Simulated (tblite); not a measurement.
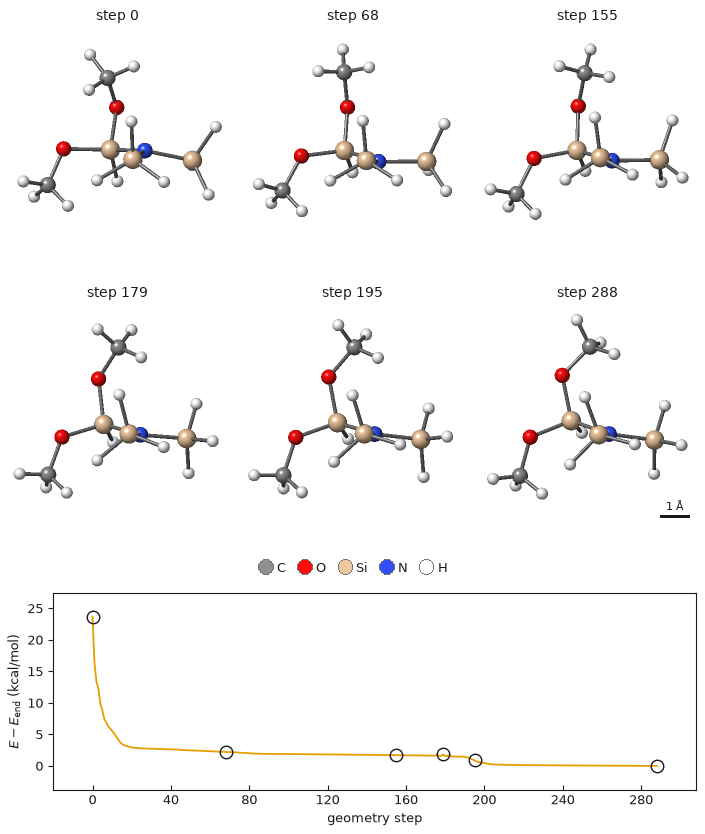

Frames of a relaxation of C₂H₁₃NO₂Si₃, marked on the history of the run. The picture is a ball-and-stick view, seen at a tilt.

Level of theory: tblite 0.8.0, GFN2-xTB geometry optimisation, gas phase. 

**What happens along the run?**

The energy falls by 23.7 kcal/mol in 288 geometry steps. The atom that moves furthest after the best rigid fit is an H atom (1.75 Å). Largest moves by element: H 1.75 Å, O 1.50 Å, C 0.58 Å, Si 0.41 Å, N 0.30 Å. Among the contacts that change: O–Si 1.755 → 1.614 Å, O–Si 1.698 → 1.611 Å, C–H 1.130 → 1.091 Å, N–Si 1.714 → 1.747 Å. Bond angles that change, for instance: Si–O–C 104.6° → 124.4°, C–O–Si 113.8° → 124.8°, O–Si–H 104.9° → 112.8°. Groups turn about C–O by about 145°, O–Si by about 110°. Cost: 8.1 s on 1 thread of Intel(R) Xeon(R) Processor @ 2.70GHz (shared host). From step 0 to 68: H atoms move most (0.69 Å), energy −21.5 kcal/mol. From step 68 to 155: an H atom moves most (0.68 Å), energy −0.51 kcal/mol. From step 155 to 179: an H atom moves most (0.69 Å), energy +0.11 kcal/mol. From step 179 to 195: an O atom moves most (0.31 Å), energy −0.94 kcal/mol. From step 195 to 288: an H atom moves most (0.38 Å), energy −0.88 kcal/mol.
